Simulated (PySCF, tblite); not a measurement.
# C₅H₈: changes of charge, electronic excitations, EPR parameters, part 3 of 3

tblite 0.8.0 and PySCF 2.14.0. Atoms count from 0.

### Step 18. EPR parameters (C5H8+ (doublet), [CH2][C+]=CCC): UKS B3LYP, pcH-1 on C H

The job: settings as JSON, then the geometry in Å.

```
{"job": {"kind": "epr", "basis": "pcH-1"}, "charge": 1, "multiplicity": 2}
C      2.776711    -0.596468    -0.359712
C      1.585601    -0.062209    -0.410146
C      0.358534     0.471058    -0.465510
C     -0.750220     0.152572     0.466152
C     -2.119473     0.062732    -0.193653
H      3.679290     0.030898    -0.284796
H      2.912953    -1.689216    -0.394179
H      0.174120     1.217011    -1.258155
H     -0.512204    -0.723851     1.087101
H     -0.733310     1.029528     1.158956
H     -2.888088    -0.061120     0.580801
H     -2.356541     0.968848    -0.770282
H     -2.175974    -0.805032    -0.866765
```

Method: UKS B3LYP, pcH-1 on C H, non-relativistic, mean-field spin-orbit, GIAO.

What it wrote:

```text
UKS, coarse grid
  cycle   1  E = -194.95146795  |g| = 2.35e-01
  cycle   2  E = -194.91671018  |g| = 3.51e-01
  cycle   3  E = -194.98118552  |g| = 5.07e-02
  cycle   4  E = -194.98206375  |g| = 3.31e-02
  cycle   5  E = -194.98261497  |g| = 6.05e-03
  cycle   6  E = -194.98263175  |g| = 4.10e-03
  cycle   7  E = -194.98264142  |g| = 1.31e-03
  cycle   8  E = -194.98264295  |g| = 5.65e-04
UKS, final grid
  cycle   1  E = -194.98264071  |g| = 7.71e-04
  cycle   2  E = -194.98264015  |g| = 1.32e-03
  cycle   3  E = -194.98264105  |g| = 1.65e-04
  cycle   4  E = -194.98264107  |g| = 6.73e-05
  cycle   5  E = -194.98264109  |g| = 4.76e-05
  cycle   6  E = -194.98264109  |g| = 1.32e-05
E = -194.98264109 Eh   <S^2> = 0.7566 (exact 0.7500)
g shifts (ppm)      1          2          3
  rmc          -140       -140       -140
  gc             20         -3         32
  oz_so          29        426        676
  total         -91        283        569
hyperfine (MHz)  atom isotope    a_iso     a_fc   dipolar eigenvalues
    0   13C      -6.29      -6.29    -24.50    -19.32     43.81
    1   13C       1.85       1.85    -51.49    -27.77     79.26
    2   13C      10.64      10.64    -32.62    -27.86     60.48
    3   13C       6.77       6.77     -7.28     -6.64     13.92
    4   13C       4.80       4.80     -1.21     -0.92      2.13
    5    1H      73.50      73.50    -10.60     -7.34     17.94
    6    1H      73.24      73.24    -10.57     -7.34     17.91
    7    1H      22.24      22.24    -13.25     -6.94     20.20
    8    1H       5.46       5.46     -4.75     -2.41      7.16
    9    1H     166.56     166.56     -6.13     -0.65      6.78
   10    1H      -3.87      -3.87     -1.75     -1.20      2.94
   11    1H       2.04       2.04     -2.06     -1.38      3.43
   12    1H      16.16      16.16     -2.03     -0.97      2.99
```

It took 33 s on 1 thread of Intel Xeon Platinum 8275CL at 3.00GHz, shared host; peak memory 0.66 GiB.

Principal g values 2.00223, 2.00260, 2.00289; g(iso) = 2.00257, against 2.00232 for a free electron.

Mean a(iso) over the nuclei that a row names, and the largest dipolar term of the row (other rows stand at the frozen geometry):

```
       nuclei  isotope  a(iso) (MHz)  a(iso) (G, at g = 2.0023)  largest dipolar term (MHz)
       H8, H9       1H          86.0                       30.7                         7.2
       H5, H6       1H          73.4                       26.2                        17.9
           H7       1H          22.2                        7.9                        20.2
           C2      13C          10.6                        3.8                        60.5
           C3      13C           6.8                        2.4                        13.9
           C0      13C          -6.3                       -2.2                        43.8
           C4      13C           4.8                        1.7                         2.1
H10, H11, H12       1H           4.8                        1.7                         3.4
           C1      13C           1.9                        0.7                        79.3
```

Mulliken spin populations:

C0 0.21; C1 0.34; C2 0.31; C3 0.02; C4 0.00; H5 0.02; H6 0.02; H7 0.00; H8 0.00; H9 0.07; H10 0.00; H11 0.00; H12 0.01

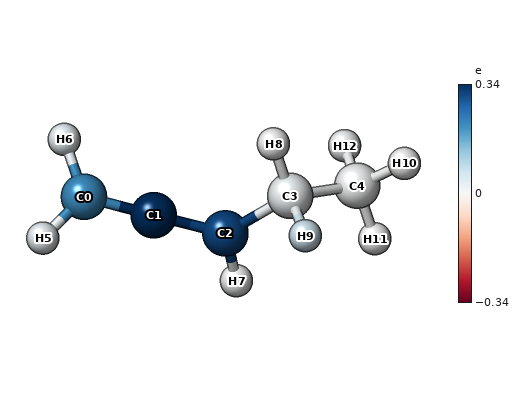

Mulliken spin populations, as colours on the atoms.

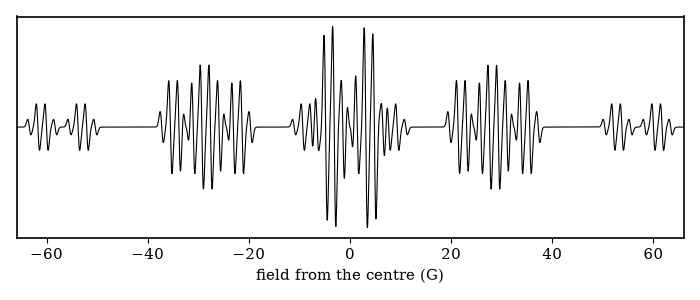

First-order isotropic spectrum (first derivative, main isotopes with spin only, couplings over 0.8 MHz, Gaussian width 0.3 G; couplings of the frozen geometry, rotation of groups not averaged beyond the rows shown).

### Step 19. Spectra of the species

The job: settings as JSON, then the geometry in Å.

```
{"job": {"kind": "rx", "dirs": [1], "geom": {"xc": "PBE0", "basis": "def2-SVP", "d3": "d3bj", "grid": 1}, "hess": 1, "level": {"xc": "wB97X", "basis": "ma-def2-TZVP", "d3": "d3bj", "solvents": ["dimethylsulfoxide"]}, "spectra": true}, "charge": 0, "multiplicity": 1}
C      2.764536    -0.127536    -0.252535
C      1.489592    -0.327786    -0.469751
C      0.211618    -0.530238    -0.675520
C     -0.870595    -0.353790     0.354921
C     -1.885965     0.713449    -0.037612
H      3.220490     0.856761    -0.405302
H      3.418702    -0.937979     0.087080
H     -0.104599    -0.835601    -1.682993
H     -1.389185    -1.319416     0.491326
H     -0.411852    -0.106665     1.324727
H     -2.682222     0.801324     0.717217
H     -1.403764     1.697509    -0.140508
H     -2.363938     0.476490    -1.001461
```

What it wrote:

```text
uv C=C=CCC +0: TDDFT B3LYP/def2-SVPD, vertical, gas phase, core orbitals frozen in the response
epr [CH2][C+]=CCC +1: UKS B3LYP, pcH-1 on C H, non-relativistic, mean-field spin-orbit, GIAO
```

Wall time 47 s (1 thread of Intel Xeon Platinum 8275CL at 3.00GHz, shared host); peak memory 0.66 GiB.

This step only lists the spectra that were run on the species above.

### Step 20. Results

The summary covers parts 1 to 3.

| quantity | value |
| --- | --- |
| strongest single infrared mode (GFN2-xTB) | 2100 cm⁻¹, 106 km/mol |
| zero-point energy (GFN2-xTB) | 69.3 kcal/mol |
| point group | C1 |
| rotational constants (main isotopes) | 17.79, 2.27, 2.23 GHz |
| ionisation energy (wB97X-D3(BJ)/ma-def2-TZVP) | vertical 9.39 eV, adiabatic 8.92 eV |
| lowest singlet (B3LYP/def2-SVPD) | 5.60 eV (222 nm), f = 0.000 |
| brightest single state of those computed | state 5, 7.06 eV, f = 0.222 |

In words: All 33 modes are real, so the xTB geometry is a minimum. The strongest single mode, at 2100 cm⁻¹, moves mainly C1. Unscaled tight-binding wavenumbers are off by several per cent, some by more. Its intensities can rank the bands wrongly. Over 3 steps the energy fell by 0.051 eV; of the close pairs, C0–H5 changed most, 1.079 to 1.095 Å (PBE0/def2-SVP). At wB97X-D3(BJ)/ma-def2-TZVP, relaxation with the zero-point term after oxidation moves the energy taken up from 9.39 eV (vertical) to 8.92 eV (adiabatic, with zero-point energy). The lowest singlet, at 5.60 eV, is HOMO→LUMO 0.84 and is dark; of the 6 states computed, the strongest absorption comes from state 5 at 7.06 eV (the last state computed is bright too, and its partners may lie past the list). States above −ε(HOMO) lie where TDDFT describes them poorly and they hang on the basis; the brightest is among them.
